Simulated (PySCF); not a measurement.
C2H8OSi, SMILES OCC[SiH3], singlet at its GFN2-xTB optimised geometry (Å):

```
12

O      2.0741    -1.1115     0.0000
C      0.6644    -1.1115     0.0000
C      0.0683     0.2906     0.0000
Si    -1.8292     0.2901    -0.1120
H      2.3818    -0.5944     0.7532
H      0.2859    -1.6781     0.8641
H      0.3806    -1.6473    -0.9084
H      0.4934     0.8461    -0.8382
H      0.3859     0.8084     0.9097
H     -2.2933     1.6781    -0.0956
H     -2.3818    -0.4259     1.0404
H     -2.2485    -0.3683    -1.3492
```

Level of theory: PBE/def2-TZVP (PySCF).

Map of the deformation density (molecule minus spherical neutral atoms) (e/bohr³) on the plane z = 1.2 Å:

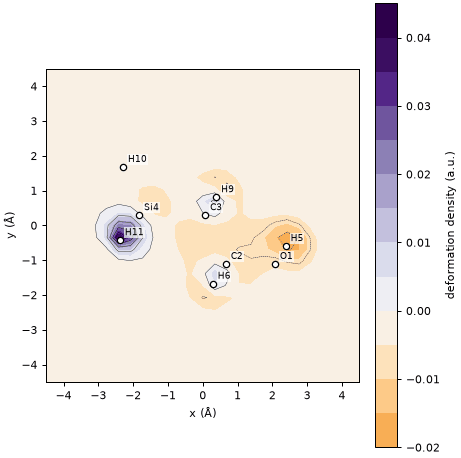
*Deformation density (molecule minus spherical neutral atoms) (e/bohr³) on the plane z = 1.2 Å.*
